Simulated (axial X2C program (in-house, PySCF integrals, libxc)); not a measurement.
## AsGa: relativistic diatomic calculation

System: AsGa. The reference is closed-shell AsGa; the roots are vertical excitation energies. The distance is the PBE0 minimum at charge 0.
Method: EOM-EE-CCSD, two-component X2C with atomic mean-field Coulomb and Gaunt terms, As dyall-acv3z, Ga dyall-acv3z (cores contracted) (axial X2C program (in-house, PySCF integrals, libxc)).

### The input
```
{"zs": [33, 31], "q": 0, "bas": ["dyall-acv3z", "dyall-acv3z"], "r0": 2.45, "eom": "ee", "thr": -2.0, "nmax": 88}
```

The line is the task of a batch: nuclear charges, charge, bases, a first guess of the distance and further settings. This report covers the levels named above. The log is that of the reference distance 2.556 Å.

Hardware: 1 thread of Arm Neoverse N1, 98 GiB of memory available, shared host.

Launched within a batch (the task file carries these settings):
```bash
python <driver script> task.json out
```

### The program's output
```
two-component X2C + atomic mean field  HF
basis functions 243  fitting functions 1368  grid points 5803
iter        total energy     max residual
   1      -4199.925584894     2.81e-01
   2      -4199.962639044     9.67e-03
   3      -4199.963980933     7.61e-03
   4      -4199.964605893     8.97e-04
   5      -4199.964673709     5.09e-04
   6      -4199.964684586     2.22e-04
   7      -4199.964688986     1.12e-04
   8      -4199.964690032     4.24e-05
   9      -4199.964690220     1.02e-05
  10      -4199.964690234     4.92e-06
  11      -4199.964690235     2.79e-06
  12      -4199.964690236     1.31e-06
converged
one-electron -6275.95640385  Coulomb 2022.83382678  exact exchange -157.18794291  xc functional 0.00000000  nuclear repulsion 211.79510437  atomic mean-field constant -1.44927462
correlated 18  virtual 358  natural virtual 84  E(MP2) -0.652111591  MP2 remainder -0.171186911
iter   CCSD correlation   residual
   1     -0.456402446   1.84e-01
   2     -0.475567537   1.04e-01
   3     -0.478821257   7.41e-02
   4     -0.480165491   5.22e-02
   5     -0.483042215   3.38e-02
   6     -0.483309649   1.52e-02
   7     -0.483381378   6.98e-03
   8     -0.483669122   3.99e-03
   9     -0.483552446   2.12e-03
  10     -0.483614146   1.01e-03
  11     -0.483596624   5.40e-04
  12     -0.483598216   3.28e-04
  13     -0.483599341   2.22e-04
  14     -0.483601267   1.60e-04
  15     -0.483599991   1.08e-04
  16     -0.483600633   6.19e-05
  17     -0.483599788   3.40e-05
  18     -0.483599370   2.11e-05
  19     -0.483598971   1.48e-05
  20     -0.483598736   1.03e-05
  21     -0.483598339   6.20e-06
  22     -0.483598326   3.60e-06
(T) -0.014289325333719403  T1 0.0176  D1 0.0372  max T2 0.299
EOM-EE-CCSD roots
2*Omega      energy/Eh   energy/eV  one-particle weight
    0       0.06721364      1.8290      0.150
    0       0.06760673      1.8397      0.165
    0       0.08134323      2.2135      0.062
    0       0.08544710      2.3251      0.452
    0       0.08581907      2.3353      0.385
    2      -0.01068961     -0.2909      0.963
    2       0.01454611      0.3958      0.903
    2       0.07763073      2.1124      0.510
    2       0.09344114      2.5427      0.209
    4       0.00437385      0.1190      0.932
    4       0.02241247      0.6099      0.962
    4       0.09164124      2.4937      0.874
    6       0.13567004      3.6918      0.000
```

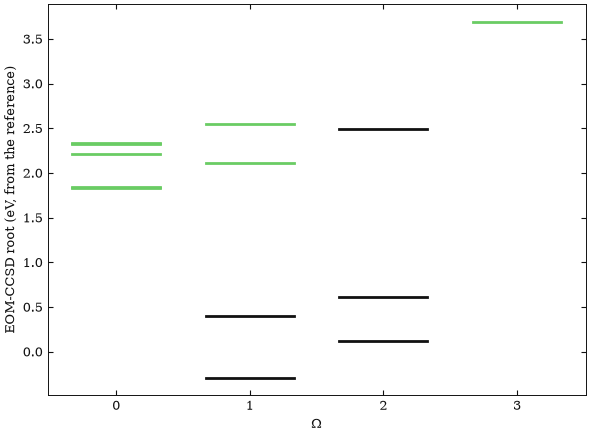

*EOM-CCSD roots by Ω at 2.56 Å; roots whose one-particle weight is under 0.8 have the second colour.*

The lowest has Ω = 1 and lies at −0.291 eV, with one-particle weight 0.96. 8 of the 13 roots are less well described at this level.

### Summary

| quantity | value |
| --- | --- |
| outcome | converged |
| HF energy of the reference AsGa | −4199.96469 hartree |
| MP2 energy of the reference AsGa | −4200.61680 hartree |
| CCSD energy of the reference AsGa (with the MP2 share of the virtual spinors left out of the coupled-cluster step) | −4200.61948 hartree |
| CCSD(T) energy of the reference AsGa | −4200.63376 hartree |
| T1 diagnostic (spinor form; for a closed shell √2 times the usual value) | 0.018 |
| wall time | 3.1 min |
| peak memory | 1.1 GiB |
